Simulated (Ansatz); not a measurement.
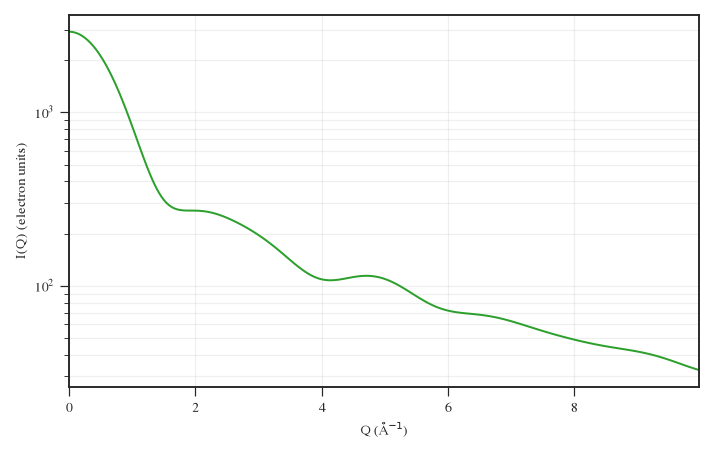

Elastic X-ray scattering of a randomly oriented, rigid molecule, calculated with the Debye equation from neutral-atom form factors (independent atoms, no Compton part, no vibration). The geometry is the end point of an optimisation (RKS PBE0-D4/STO-3G in Ansatz); it may be a saddle point or a higher isomer. It contains O, C, B, S, H.

Q: How many electrons does the independent-atom model of the molecule hold?

A: I(0) is the square of the electron number: I(0) = 2920, so about 54 electrons, the count of CH3BO3S.

Q: What radius of gyration does the initial fall-off give?

A: From I(Q) ≈ I(0) exp(−Q²R²/3) at small Q, R ≈ 1.97 Å. It is larger than the electron-weighted radius of the nuclear positions alone (1.83 Å), because each atom's electron cloud adds to it.
